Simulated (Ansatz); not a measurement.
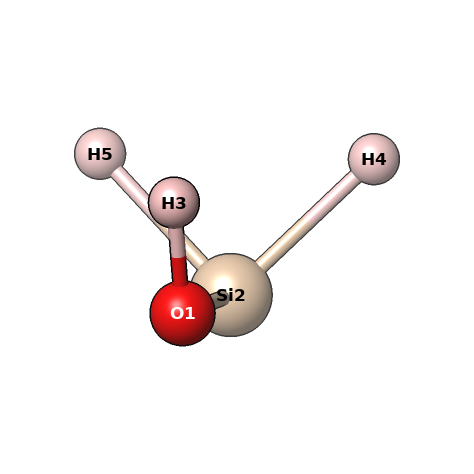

Si2 lies behind O1. The molecule seen a little off the O1–Si2 bond, O1 in front. Distant atoms are faded towards the background colour. The species has charge −1 and is a spin singlet. The computed structure is the end point of a PBE-D4/def2-SVPD optimisation. No frequency run is at hand to confirm it as a minimum.

**What is the torsion angle H3–O1–Si2–H4? The sign is positive where the front bond must turn clockwise to cover the back bond.**

46°, synclinal (gauche).
